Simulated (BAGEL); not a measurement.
# GeNH2Br (SMILES [NH2][Ge][Br]) at HF/3-21G (density fitting with qzvpp-jkfit)

Aim: the vertical singlet–triplet gap of GeNH2Br at HF/3-21G (density fitting with qzvpp-jkfit), from 2 runs. 

Program for the calculation: BAGEL 1.2.2.

### 1 The system as given

The species is GeNH2Br (5 atoms), meant as a singlet with charge 0. SMILES: `[NH2][Ge][Br]`. Geometry: relaxed at PBE0-D4/def2-TZVP. This is one conformer, not always the lowest.

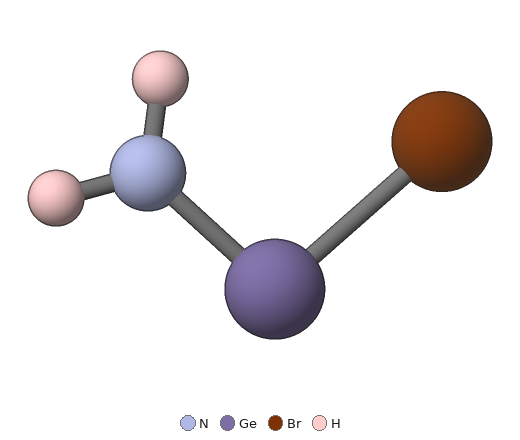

Viewed from a chosen angle; nitrogen light blue, germanium purple, bromine brown, hydrogen pink.

### 2 A single-point energy at HF/3-21G (density fitting with qzvpp-jkfit)

The input, job.json:

```json
{ "bagel" : [

{
  "title" : "molecule",
  "basis" : "3-21g",
  "df_basis" : "qzvpp-jkfit",
  "angstrom" : "true",
  "geometry" : [
    { "atom" : "N", "xyz" : [      -0.464300,       0.338200,      -0.424300 ] },
    { "atom" : "Ge", "xyz" : [      -0.367800,      -1.144300,       0.610500 ] },
    { "atom" : "Br", "xyz" : [       1.893900,      -0.845800,       1.259900 ] },
    { "atom" : "H", "xyz" : [       0.296200,       0.984200,      -0.573600 ] },
    { "atom" : "H", "xyz" : [      -1.308100,       0.594000,      -0.913900 ] }
  ]
},

{
  "title" : "hf"
},

{
  "title" : "print",
  "file" : "orbitals.molden",
  "orbitals" : "true"
}

]}
```

Launch:

```sh
BAGEL_NUM_THREADS=1 BAGEL job.json > job.out
```

The program printed:

```text
* using 1 threads per process

  ===============================================================
  ===============================================================

  *** Geometry ***

  { "atom" : "N", "xyz" : [     -0.877400,      0.639105,     -0.801811 ] },
  { "atom" : "Ge", "xyz" : [     -0.695041,     -2.162414,      1.153678 ] },
  { "atom" : "Br", "xyz" : [      3.578952,     -1.598330,      2.380866 ] },
  { "atom" : "H", "xyz" : [      0.559737,      1.859868,     -1.083947 ] },
  { "atom" : "H", "xyz" : [     -2.471951,      1.122497,     -1.727021 ] },

  Number of auxiliary basis functions:      645

  Since a DF basis is specified, we compute 2- and 3-index integrals:
    o Being stored without compression. Storage requirement is 0.017 GB

  Number of basis functions:       57
  Number of electrons      :       76

    * METHOD: MOLECULE                             0.34

  *** RHF ***

  === Nuclear Repulsion ===
   388.4782654345

      * DIIS with orbital gradients will be used.

  === RHF iteration (3-21g) ===
      0      -4680.65536587          0.01988840           0.12
      1      -4680.73091080          0.01274461           0.12
      2      -4680.76735348          0.00093185           0.12
      3      -4680.76798887          0.00025772           0.11
      4      -4680.76806210          0.00007771           0.11
      5      -4680.76807276          0.00001900           0.12
      6      -4680.76807319          0.00000551           0.12
      7      -4680.76807322          0.00000155           0.12
      8      -4680.76807322          0.00000055           0.12
      9      -4680.76807322          0.00000021           0.11
     10      -4680.76807322          0.00000004           0.11
     11      -4680.76807322          0.00000001           0.12
     12      -4680.76807322          0.00000000           0.12
    * SCF iteration converged.

    * Permanent dipole moment:
           (    1.234990,    -0.469535,     0.780795) a.u.

    * METHOD: HF                                   1.79

    * METHOD: PRINT                                0.01

  ===============================================================
```

It took 2.3 s on 1 thread of Arm Neoverse V2, shared host; peak memory 0.12 GiB.

### 3 The triplet, same level

job.json, as its differences from that of step 2:

```diff
@@ -6,3 +6,3 @@
   "df_basis" : "qzvpp-jkfit",
-  "angstrom" : "true",
+  "angstrom" : true,
   "geometry" : [
@@ -17,3 +17,4 @@
 {
-  "title" : "hf"
+  "title" : "uhf",
+  "nopen" : 2
 },
@@ -23,3 +24,3 @@
   "file" : "orbitals.molden",
-  "orbitals" : "true"
+  "orbitals" : true
 }
```

Launch:

```sh
BAGEL_NUM_THREADS=1 BAGEL job.json > job.out
```

The program printed:

```text
* using 1 threads per process

  ===============================================================
  ===============================================================

  *** Geometry ***

  { "atom" : "N", "xyz" : [     -0.877400,      0.639105,     -0.801811 ] },
  { "atom" : "Ge", "xyz" : [     -0.695041,     -2.162414,      1.153678 ] },
  { "atom" : "Br", "xyz" : [      3.578952,     -1.598330,      2.380866 ] },
  { "atom" : "H", "xyz" : [      0.559737,      1.859868,     -1.083947 ] },
  { "atom" : "H", "xyz" : [     -2.471951,      1.122497,     -1.727021 ] },

  Number of auxiliary basis functions:      645

  Since a DF basis is specified, we compute 2- and 3-index integrals:
    o Being stored without compression. Storage requirement is 0.017 GB

  Number of basis functions:       57
  Number of electrons      :       76

    * METHOD: MOLECULE                             0.35

  *** Open-shell HF ***

  === Nuclear Repulsion ===
   388.4782654345

      * DIIS with orbital gradients will be used.

  === UHF iteration (3-21g) ===
      0      -4680.55634040          0.03666793           0.26
      1      -4680.64022743          0.01959088           0.24
      2      -4680.65905328          0.01197848           0.25
      3      -4680.66713998          0.00085309           0.24
      4      -4680.66756472          0.00033915           0.25
      5      -4680.66765464          0.00012727           0.25
      6      -4680.66768042          0.00004482           0.24
      7      -4680.66768715          0.00002863           0.24
      8      -4680.66768992          0.00001480           0.25
      9      -4680.66769025          0.00000600           0.25
     10      -4680.66769033          0.00000253           0.25
     11      -4680.66769037          0.00000116           0.25
     12      -4680.66769037          0.00000054           0.24
     13      -4680.66769037          0.00000028           0.25
     14      -4680.66769037          0.00000020           0.26
     15      -4680.66769037          0.00000010           0.24
     16      -4680.66769037          0.00000006           0.23
     17      -4680.66769037          0.00000002           0.25
     18      -4680.66769037          0.00000001           0.25
     19      -4680.66769037          0.00000001           0.24
    * SCF iteration converged.

    * S^2 (UHF) is 2.0058

    * Permanent dipole moment:
           (    1.283297,     0.058514,     0.443249) a.u.

    * METHOD: UHF                                  5.21

    * METHOD: PRINT                                0.01

  ===============================================================
```

It took 6 s on 1 thread of Arm Neoverse V2, shared host; peak memory 0.12 GiB.

### 4 What came out

At HF/3-21G (density fitting with qzvpp-jkfit):

| quantity | value |
| --- | --- |
| singlet: total energy | -4680.76807 Eh |
| singlet: dipole moment | 3.90 D |
| singlet: HOMO energy | -9.41 eV |
| singlet: LUMO energy | 1.20 eV |
| singlet: HOMO–LUMO gap | 10.61 eV |
| triplet: total energy | -4680.66769 Eh |
| triplet: dipole moment | 3.45 D |
| triplet: ⟨S²⟩ | 2.006 |
| vertical energy of the triplet above the singlet | 2.732 eV |

What this shows: At this shape the triplet lies 2.73 eV (63 kcal/mol) above the singlet.
